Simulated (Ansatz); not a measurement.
# How well the gap of GeH6CI3N (CH3NH3GeI3) can be computed, part 2 of 2

Aim: a best estimate of the quasiparticle gap of GeH6CI3N (CH3NH3GeI3), with each correction and its cost laid out.

Ansatz 0.2.0; density functionals, hybrids, G0W0, plane waves, PAW. Known limits of the many-body steps: not at the basis limit; no spin-orbit coupling; coarse k mesh.

So far. Step 4 (HSE06): The gap stands +0.37 eV against PBEsol. Step 5 (Dielectric tensor): One over ε∞ averages 0.13, well under the quarter of exact exchange in PBE0, which by this rule of thumb may open the gap too far.

The structure was built from a prototype and need not be the compound's stable phase.

In doubt: masses and optical values from hybrid runs of this build are listed as unsure (step 8), which bears on the screening that GW takes from such a start; the program warns that the response may not be converged on this k-mesh (step 5), which bears on dielectric and field responses.

## Step 6: G0W0, 4×4×4 mesh, 215 empty bands, screening to 60 eV

G0W0 replaces the xc potential by the self-energy, built once from these orbitals. Only a window of levels is corrected, while the sums run over the empty bands that the input names.

This step: G0W0 on PBEsol, plane waves, PAW.

input.yaml

```yaml
crystal:
  lattice:
    - [5.8668316077, 0.2883030652, 0.0662740025]
    - [0.2883030652, 5.9385653728, 0.0962838686]
    - [0.0662740025, 0.0962838686, 5.8672506988]
  atoms:
    - { symbol: C, position: [0.9269170889, 0.9146527793, 0.9831184323] }
    - { symbol: "N", position: [0.0781424511, 0.0960660543, 0.0098946862] }
    - { symbol: H, position: [1.0335207602, 0.7540610316, 0.9619979637] }
    - { symbol: H, position: [0.1842379779, 1.1124707428, 0.8664981039] }
    - { symbol: H, position: [0.8220526717, -0.0454106832, 0.8317094623] }
    - { symbol: H, position: [-0.0165304885, 0.2508014888, 0.0333257572] }
    - { symbol: H, position: [0.8162231621, -0.0956235813, 0.1358389744] }
    - { symbol: H, position: [0.1835625679, 1.0652022878, 0.1509816534] }
    - { symbol: Ge, position: [0.518353722, 0.5167532441, 0.5316610556] }
    - { symbol: I, position: [0.5133267614, 0.4709631545, 0.0010423275] }
    - { symbol: I, position: [0.4460134129, -0.0165903174, 0.5018875215] }
    - { symbol: I, position: [-0.0156379097, 0.475868373, 0.4917495274] }
kpoints:
  mp_grid: { grid: [4, 4, 4] }
hamiltonian:
  xc: pbesol
scf:
  occupations: { method: fixed }
gw:
  n_empty_bands: 215
  ecut_chi: 60
  qp_bands: [v4, c4]
  qp_kpoints: band_edges
  screening: { model: contour_deformation }
```

The run is started by

```
$ ansatz run input.yaml --threads 3 --pin off --max-ram 92160MiB --backend cuda --events-out ev --progress --plain --runs-dir out --devices 1 --max-vram 13GiB  # rebuilt from the run's record
```

Numbers of over 12 decimals in the logs are rounded to 6 here.

What it wrote:

```text
GPUs: using 1 of 1 available (devices: 1).
[...]
GPU FFT provider: cuFFT
GPU libraries: cuBLAS 13.8.2, cuFFT 12.4.0, cuSOLVER 12.3.4
Crystal: 12 atoms, lattice volume = 203.854 Å³
Basis set: ecut = 420 eV, 3979 PW (Γ)
Bands: 52, of which v1, the nominal top of the filled ones, is band 40 counted from 1 (39 counted from 0)
Symmetry: 1 space group operations
[...]
k-points: 36 of 64 (time reversal used)
[...]
0    44      9.0317    -4.9561    -3.7484    -9.1182  0.7689     9.4523     9.4454  root
[...]
35    41      5.8138    -9.4237    -2.8467   -12.6766  0.7537     6.2251     6.2200  root
    35    42      5.9053    -8.8427    -3.1420   -12.4694  0.7558     6.3980     6.3899  root
    35    43      6.1510    -8.6351    -3.2146   -12.3289  0.7548     6.6386     6.6303  root
    35    44      8.7074    -5.0980    -3.7612    -9.4353  0.7844     9.2962     9.2834  root
[key lines of the parts left out:]
SCF converged after 8 iterations
Free energy (F): -27273.347041 eV
Fermi energy:    4.933951 eV
```

Elapsed: 75 s, on 1 × NVIDIA H100 80GB HBM3 (shared by 6 runs) with 3 threads of AMD EPYC 7R13 (Zen 3), shared host; peak memory 2.1 GiB; 1.9 min of CPU time.

This step gave:

```
bands summed                                 : 255
RPA ε∞ on this mesh (eigenvalues)            : 9.001, 11.65, 13.71
plane waves in the screening matrix          : 215
G0W0 gap on the mesh                         : 1.143 eV
k of the valence top                         : -0.5, -0.5, -0.5
k of the conduction bottom                   : -0.5, -0.5, -0.5
starting gap on the mesh                     : 0.8799 eV
least direct G0W0 gap on the computed points : 1.143 eV
```

The gap on the mesh goes from 0.88 eV to 1.14 eV, a correction of +0.26 eV. Between the two edge states, bare exchange in place of the xc potential would open the gap by 3.60 eV, and correlation takes back 3.34 eV. The start differs from the 0.85 eV found before because this mesh misses an edge.

## Step 7: G0W0, 4×4×4 mesh, 850 empty bands, screening to 150 eV

Another rung: the empty bands reach about as high as the screening cutoff, so the two stay in balance.

input.yaml: that of step 6 with these lines changed.

```diff
@@ -25,4 +25,4 @@
 gw:
-  n_empty_bands: 215
-  ecut_chi: 60
+  n_empty_bands: 850
+  ecut_chi: 150.0
   qp_bands: [v4, c4]
```

What it wrote:

```text
GPUs: using 1 of 1 available (devices: 1).
[...]
GPU FFT provider: cuFFT
GPU libraries: cuBLAS 13.8.2, cuFFT 12.4.0, cuSOLVER 12.3.4
Crystal: 12 atoms, lattice volume = 203.854 Å³
Basis set: ecut = 420 eV, 3979 PW (Γ)
Bands: 52, of which v1, the nominal top of the filled ones, is band 40 counted from 1 (39 counted from 0)
Symmetry: 1 space group operations
[...]
k-points: 36 of 64 (time reversal used)
[...]
GPU buffer pool allocated for 64000 grid points (all kernels)
[...]
SCF iter   1: F=—  HF=-27273.355072 eV  |F-HF|=—  |Δ(HF+E_count)|=         —  Δρ=3.84e-3  dr2=2.36e-2  ethr=1.77e-3  ⟨swp⟩=5.1  Hψ=6418  notcnv=0  defer=335
[...]
SCF iter   8: F=-27273.347041 eV  HF=-27273.347041 eV  |F-HF|=2.48e-9  |Δ(HF+E_count)|=   2.00e-7  Δρ=2.46e-6  dr2=1.40e-8  ethr=1.25e-10  ⟨swp⟩=15.0  Hψ=9706  notcnv=0
SCF 1 converged in 8 iterations: F = -27273.347041 eV  dr2 = 1.40e-8
[...]
G₀W₀ screening: q 1/36
[... further progress lines ...]
SCF converged after 8 iterations
Free energy (F): -27273.347041 eV
[...]
Internal energy: -27273.347041 eV  (E = F + TS)
E sigma→0 (E₀):  -27273.347041 eV
Fermi energy:    4.933951 eV
[...]
--- Band table (eV; the first three rows and the last of 36) ---
  k-point 0: bands = [... 36 lower, 3.2251, 3.2541, 3.3670, 3.6069, 7.9448, 8.3945, 8.9017, 9.0317, ... 8 higher]
  k-point 1: bands = [... 36 lower, 2.9923, 3.1105, 3.3855, 3.5666, 8.0843, 8.3670, 8.7039, 9.3381, ... 8 higher]
  k-point 2: bands = [... 36 lower, 3.0447, 3.2006, 3.5083, 3.8447, 6.5017, 8.3800, 9.3970, 9.7203, ... 8 higher]
  k-point 35: bands = [... 36 lower, 3.6753, 3.9062, 3.9334, 4.9340, 5.8138, 5.9053, 6.1510, 8.7074, ... 8 higher]
[...]
0    37      3.2251   -17.1006     2.0754   -14.2009  0.7249     2.3512     2.4009  root
     0    38      3.2541   -17.1078     2.1210   -14.1442  0.7256     2.3561     2.4115  root
     0    39      3.3670   -17.2632     2.0036   -14.4478  0.7277     2.5096     2.5552  root
     0    40      3.6069   -17.3279     1.9140   -14.5994  0.7315     2.7490     2.7924  root
     0    41      7.9448    -5.3993    -3.8520    -9.5204  0.7766     8.2163     8.2139  root
     0    42      8.3945    -7.1720    -4.2156   -11.6995  0.7482     8.7108     8.7064  root
     0    43      8.9017    -5.8779    -4.0876   -10.2121  0.7549     9.1506     9.1483  root
     0    44      9.0317    -4.9561    -3.9431    -9.1182  0.7669     9.2526     9.2507  root
     1    37      2.9923   -16.8597     2.1608   -13.8665  0.7213     2.1063     2.1599  root
     1    38      3.1105   -17.0944     2.0513   -14.2241  0.7256     2.2440     2.2915  root
     1    39      3.3855   -16.9586     1.8652   -14.3162  0.7272     2.5693     2.6082  root
     1    40      3.5666   -17.2281     1.9355   -14.4763  0.7304     2.7052     2.7503  root
     1    41      8.0843    -8.4411    -4.1750   -12.8373  0.7558     8.3081     8.3055  root
     1    42      8.3670    -7.1564    -4.1286   -11.5040  0.7463     8.5889     8.5860  root
     1    43      8.7039    -6.2734    -4.1301   -10.7833  0.7672     9.0886     9.0836  root
     1    44      9.3381    -5.2960    -4.0646    -9.6279  0.7628     9.6078     9.6055  root
     2    37      3.0447   -17.3519     2.2032   -14.3025  0.7236     2.1418     2.1984  root
     2    38      3.2006   -17.1537     2.1957   -14.0958  0.7254     2.2730     2.3385  root
     2    39      3.5083   -17.1422     1.9409   -14.3874  0.7290     2.6504     2.6944  root
     2    40      3.8447   -16.7699     1.0878   -15.0971  0.7363     3.2424     3.2597  root
     2    41      6.5017    -8.9974    -3.6751   -12.8524  0.7446     6.6828     6.6817  root
     2    42      8.3800    -7.3717    -4.2070   -11.7942  0.7343     8.5979     8.5955  root
     2    43      9.3970    -5.3542    -4.0321    -9.7007  0.7713     9.7142     9.7113  root
     2    44      9.7203    -5.9553    -4.2461   -10.5978  0.7643    10.1234    10.1166  root
[...]
35    37      3.6753   -17.4721     1.9435   -14.6854  0.7356     2.7807     2.8322  root
    35    38      3.9062   -17.5550     1.8816   -14.8467  0.7354     3.0333     3.0795  root
    35    39      3.9334   -17.5957     1.8994   -14.8581  0.7360     3.0455     3.0952  root
    35    40      4.9340   -15.6498    -0.0203   -15.3005  0.7539     4.5607     4.5644  root
    35    41      5.8138    -9.4237    -3.1882   -12.6766  0.7518     5.8786     5.8785  root
    35    42      5.9053    -8.8427    -3.4645   -12.4694  0.7540     6.0682     6.0675  root
    35    43      6.1510    -8.6351    -3.5302   -12.3289  0.7529     6.3154     6.3146  root
    35    44      8.7074    -5.0980    -3.9324    -9.4353  0.7820     9.1176     9.1122  root
```

Wall time 6.7 min (1 × NVIDIA H100 80GB HBM3 (shared by 6 runs) with 3 threads); peak memory 7.8 GiB.

Numbers from this step:

```yaml
bands_summed: 890
rpa_eps_infinity_on_this_mesh_eigenvalues: 8.979, 11.63, 13.69
plane_waves_in_the_screening_matrix: 835
q_points_in_the_mesh: 64
g0w0_gap_on_the_mesh: 1.314 eV
k_of_the_valence_top: -0.5, -0.5, -0.5
k_of_the_conduction_bottom: -0.5, -0.5, -0.5
starting_gap_on_the_mesh: 0.8799 eV
z_at_the_valence_top: 0.7539
z_at_the_conduction_bottom: 0.7518
least_direct_g0w0_gap_on_the_computed_points: 1.314 eV
```

Against the run with 4×4×4 mesh, 215 empty bands, screening to 60 eV, the gap moves by +0.17 eV.

Limits: finite bands, cutoff and mesh; no spin-orbit coupling; coarse k mesh. v1 is the top filled band, c1 the lowest empty one. Levels before and after the correction, in eV, zero at the valence-band top of each column:

```
           conduction bottom  valence top
Kohn-Sham               0.88         0.00
     G0W0               1.31         0.00
```

```
                         level  occupation  energy (eV)
Kohn-Sham  (-0.5 -0.5 -0.5) v4           2       -1.259
Kohn-Sham  (-0.5 -0.5 -0.5) v3           2       -1.028
Kohn-Sham  (-0.5 -0.5 -0.5) v2           2       -1.001
Kohn-Sham  (-0.5 -0.5 -0.5) v1           2        0.000
Kohn-Sham  (-0.5 -0.5 -0.5) c1           0        0.880
Kohn-Sham  (-0.5 -0.5 -0.5) c2           0        0.971
Kohn-Sham  (-0.5 -0.5 -0.5) c3           0        1.217
Kohn-Sham  (-0.5 -0.5 -0.5) c4           0        3.773
     G0W0  (-0.5 -0.5 -0.5) v4           2       -1.732
     G0W0  (-0.5 -0.5 -0.5) v3           2       -1.485
     G0W0  (-0.5 -0.5 -0.5) v2           2       -1.469
     G0W0  (-0.5 -0.5 -0.5) v1           2        0.000
     G0W0  (-0.5 -0.5 -0.5) c1           0        1.314
     G0W0  (-0.5 -0.5 -0.5) c2           0        1.503
     G0W0  (-0.5 -0.5 -0.5) c3           0        1.750
     G0W0  (-0.5 -0.5 -0.5) c4           0        4.548
```

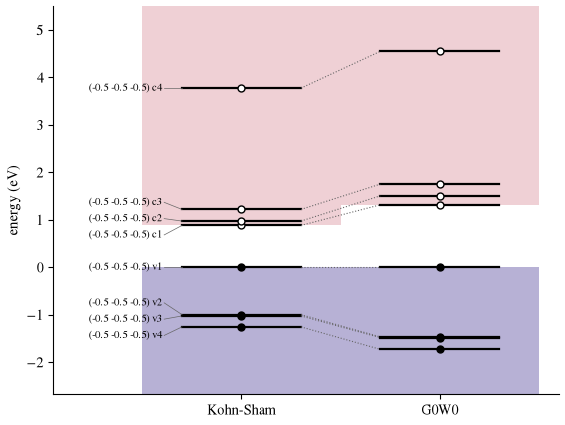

Levels before and after the correction. Shaded: valence and conduction bands. Filled marks are occupied levels, open marks empty ones.

The parts of the quasiparticle energy at the two band edges (eV; QP = start + Σx + Σc − Vxc):

```
      run               edge  start      Σx     Σc     Vxc     Z    QP
255 bands        valence top   4.93  -15.65   0.49  -15.30  0.76  5.08
255 bands  conduction bottom   5.81   -9.42  -2.85  -12.68  0.75  6.22
890 bands        valence top   4.93  -15.65  -0.02  -15.30  0.75  4.56
890 bands  conduction bottom   5.81   -9.42  -3.19  -12.68  0.75  5.88
```

## Step 8: G0W0@HSE06, 4×4×4 mesh, 395 empty bands, screening to 90 eV

One-shot GW remembers its start. Another functional's orbitals and levels show by how much. Bands and cutoff are not those of the step before, so part of the change comes from them.

This step: G0W0 on HSE06, plane waves, PAW.

input.yaml: that of step 7 with these lines changed.

```diff
@@ -21,3 +21,3 @@
 hamiltonian:
-  xc: pbesol
+  xc: hse06
 scf:
@@ -25,4 +25,4 @@
 gw:
-  n_empty_bands: 850
-  ecut_chi: 150.0
+  n_empty_bands: 395
+  ecut_chi: 90
   qp_bands: [v4, c4]
```

What it wrote:

```text
GPUs: using 1 of 1 available (devices: 1).
[...]
GPU FFT provider: cuFFT
GPU libraries: cuBLAS 13.8.2, cuFFT 12.4.0, cuSOLVER 12.3.4
Crystal: 12 atoms, lattice volume = 203.854 Å³
Basis set: ecut = 420 eV, 3979 PW (Γ)
Bands: 52, of which v1, the nominal top of the filled ones, is band 40 counted from 1 (39 counted from 0)
Symmetry: 1 space group operations
[...]
k-points: 36 of 64 (time reversal used)
[...]
0    43      9.4195    -5.6951    -3.7458    -9.5322  0.7847     9.5110     9.5108  root
     0    44      9.5552    -4.9408    -3.6314    -8.6416  0.7944     9.6247     9.6246  root
[...]
35    41      6.0695    -8.8722    -3.0826   -12.0896  0.7822     6.2046     6.2043  root
    35    42      6.2293    -8.5364    -3.2343   -11.9322  0.7829     6.3913     6.3908  root
    35    43      6.4942    -8.3439    -3.2812   -11.7745  0.7822     6.6441     6.6437  root
    35    44      9.2824    -4.8804    -3.5944    -8.6908  0.8096     9.4993     9.4984  root
[key lines of the parts left out:]
Free energy (F): -27582.563620 eV
Fermi energy:    4.845953 eV
```

Wall time 4.9 min (1 × NVIDIA H100 80GB HBM3 (shared by 6 runs) with 3 threads); peak memory 4 GiB.

This step gave:

| Quantity | Value |
| --- | --- |
| bands summed | 435 |
| RPA ε∞ on this mesh (eigenvalues) | 6.424, 7.814, 8.726 |
| plane waves in the screening matrix | 405 |
| G0W0 gap on the mesh | 1.493 eV |
| k of the valence top | -0.5, -0.5, -0.5 |
| k of the conduction bottom | -0.5, -0.5, -0.5 |
| starting gap on the mesh | 1.224 eV |
| least direct G0W0 gap on the computed points | 1.493 eV |

Against the run with 4×4×4 mesh, 850 empty bands, screening to 150 eV on PBEsol, the gap moves by +0.18 eV, while the start moved by +0.34 eV.

## Step 9: The ladder

Times are wall times on 1 × NVIDIA H100 80GB HBM3 (shared by 6 runs) with 3 threads of AMD EPYC 7R13 (Zen 3), shared host, good to a factor of about two. G0W0 rows are gaps on the mesh, lowered by the amount that the mesh misses the start's edges, a rough step that assumes the same correction there.

```
                        level  gap (eV)  least direct gap (eV)     time
                       PBEsol      0.85                   0.88    7.9 s
                   PBEsol+SOC      0.71                   0.76     17 s
                        HSE06      1.22                   1.22     66 s
G0W0@PBEsol (215 empty bands)      1.11                      -     75 s
G0W0@PBEsol (850 empty bands)      1.29                      -  6.7 min
 G0W0@HSE06 (395 empty bands)      1.49                      -  4.9 min
```

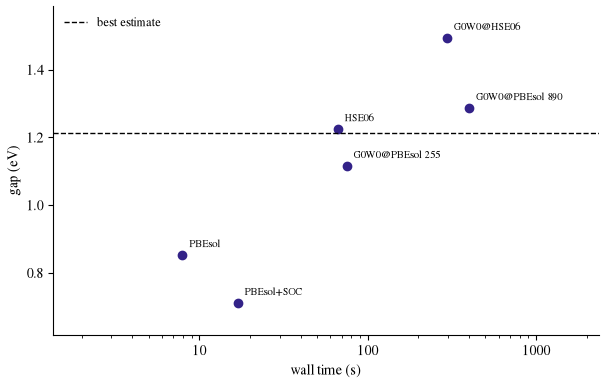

Result against wall time.

## Step 10: Adding up the best estimate

```
                                                                   term      eV  running total (eV)
                                             G0W0 on the mesh, top rung   1.314               1.314
to the limit, by a line in one over the bands through the two top rungs  +0.069               1.383
                                                band edges off the mesh  −0.028               1.355
                                         spin-orbit change, from PBEsol  −0.142               1.213
```

## Step 11: Results

* PBEsol gap: 0.85 eV, indirect (only 28 meV under the direct gap)
* HSE06: 1.22 eV
* G0W0, top rung on the mesh: 1.31 eV
* best estimate, G0W0@PBEsol with spin-orbit change: 1.21 eV
* GW settings of the top rung: 4×4×4 mesh, 850 empty bands, screening to 150 eV
* known limits: one-shot GW, static lattice; one k mesh, untested; coarse k mesh

What this shows: The best estimate for G0W0@PBEsol is 1.21 eV, indirect (only 46 meV under the direct gap) by PBEsol+SOC, against 0.71 eV at the start (both with spin-orbit coupling). The limit rests on the two highest rungs, unchecked by another pair. Among the functionals HSE06 comes nearest: −0.13 eV from the estimate without its spin-orbit term (1.35 eV). The RPA ε∞ on the GW mesh averages 11.4 against 8.0 from perturbation theory, which takes a denser mesh of its own: the GW mesh overstates the screening, which tends to leave the correction low. All runs took 18 min, 73 % of it in G0W0. The 4×4×4 mesh is coarse for this cell (its supercell is 23 Å along the shortest edge). The RPA ε∞ on it, from the PBEsol start, is 8.98, 11.63 and 13.69; such meshes misread the long-range screening, most where the gap is narrow.

[Paths, hosts, dates, memory and timing lines, banners, echoed tables and standing remarks are left out of the program output.]

[Logs are printed without paths, hosts, clocks, repeated set-up lines and the standing remarks that a program may print on its own settings, such as how far it seeks lower states.]

[Runs of the session that timed out or met a known fault of the program may be left out.]

[Cells called generated may have been cut or substituted from an entry of the Crystallography Open Database or the Materials Project.]

[Hosts, paths, dates, database ids (printed as entryN), source tags and the programs' standing remarks are cut or masked in the printed files.]
